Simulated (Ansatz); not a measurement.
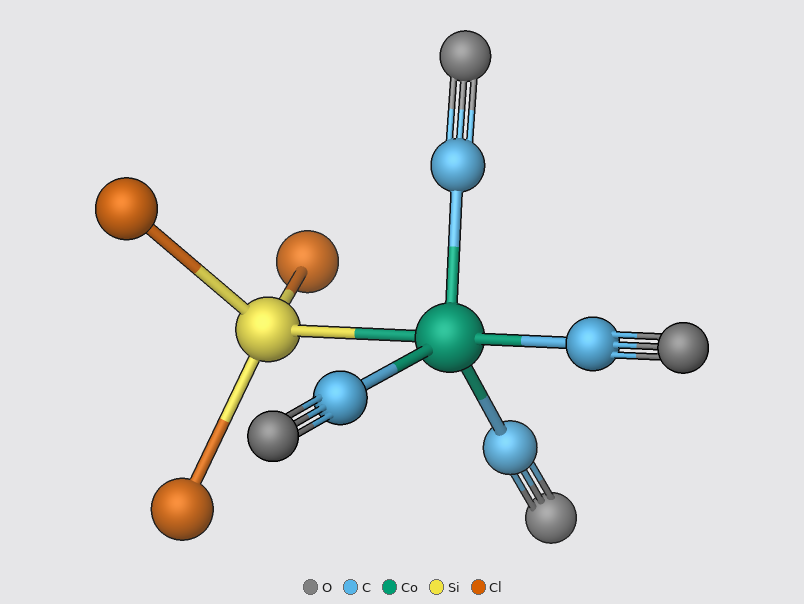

Charge 0, singlet. The geometry was computed by an optimisation with PBE0-D4/def2-TZVP.

**What is the molecular formula?**

C₄Cl₃CoO₄Si, 13 atoms: 4 carbon, 3 chlorine, 1 cobalt, 4 oxygen and 1 silicon.

**Write the SMILES.**

[O+]#[C][Co-4]([C]#[O+])([C]#[O+])([C]#[O+])[Si](Cl)(Cl)Cl

More results for the same structure follow; atom numbers are the same in all pictures, views and colours differ.

## Symmetry

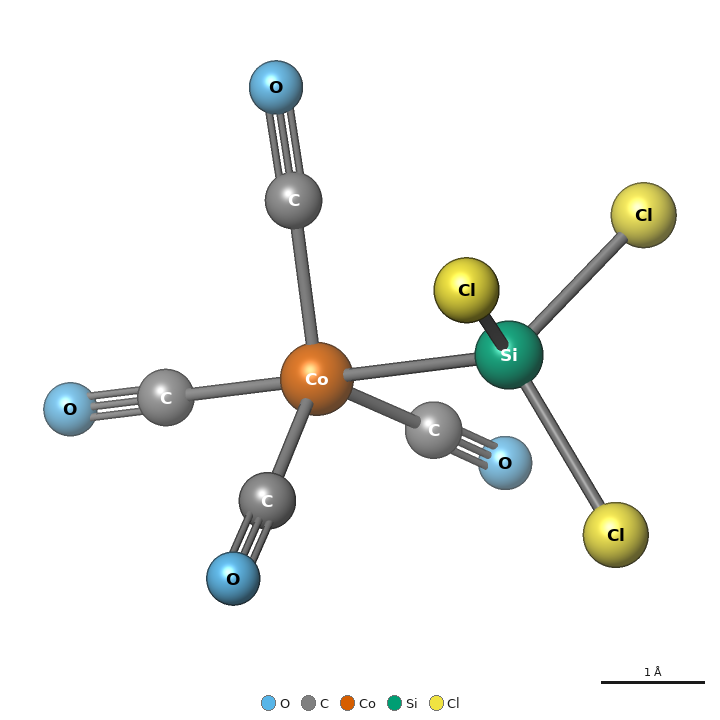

Depth is shown by fading: the farther an atom, the more it takes the colour of the background. Masses are those of the most abundant isotopes; constants are for the rigid equilibrium geometry.

**What kind of rotor is it, and what are its rotational constants in GHz?**

A prolate symmetric top (C3v): A = 0.563, B = C = 0.364 GHz.

## Electronic properties

Method: RKS revPBE-D4/def2-TZVPP (Ansatz 0.2.0).

**What is the dispersion correction?**

−171.1 kJ/mol.

**What is the HOMO energy (Kohn–Sham orbital)?**

−6.74 eV.

**Give the LUMO energy (Kohn–Sham orbital) at this level.**

−2.81 eV.

## Vibrations

Harmonic vibrations computed with RKS PBE0-D4/def2-TZVP (Ansatz 0.2.0) at a stationary point of the same level.

**How many vibrational modes are there, and where do they lie?**

33 modes: 40, 51, 51, 86, 86, 95, 95, 107, 132, 132, 177, 197, 197, 307, 369, 387, 387, 433, 471, 490, 490, 516, 521, 521, 576, 576, 578, 599, 599, 2149, 2149, 2166, 2218 cm⁻¹.

## Charges

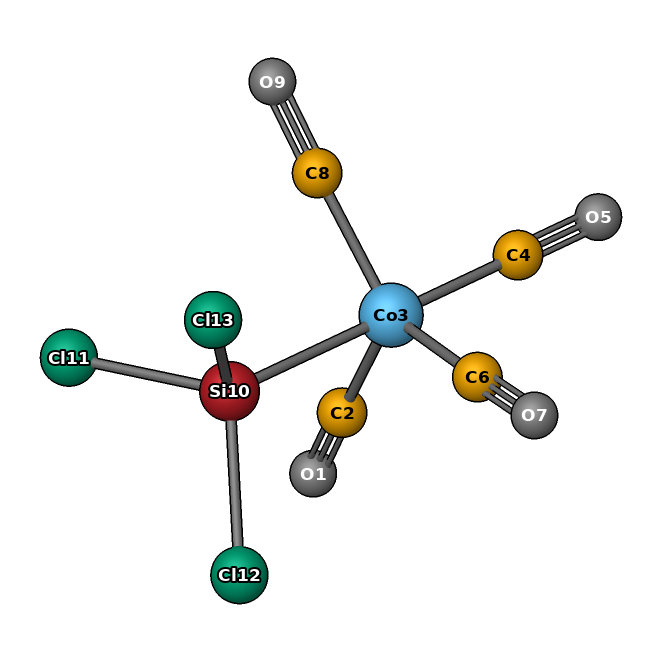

The questions are on Mulliken charges. Properties computed with RKS r2SCAN-D4/def2-TZVPP (Ansatz 0.2.0).

List the Mulliken charges.

```csv
atom,value (e)
O1,−0.04
C2,0.11
Co3,−0.27
C4,0.12
O5,−0.04
C6,0.11
O7,−0.04
C8,0.11
O9,−0.04
Si10,0.60
Cl11,−0.20
Cl12,−0.20
Cl13,−0.20
```

Mulliken values depend strongly on the basis set and can even reverse the polarity of a bond.
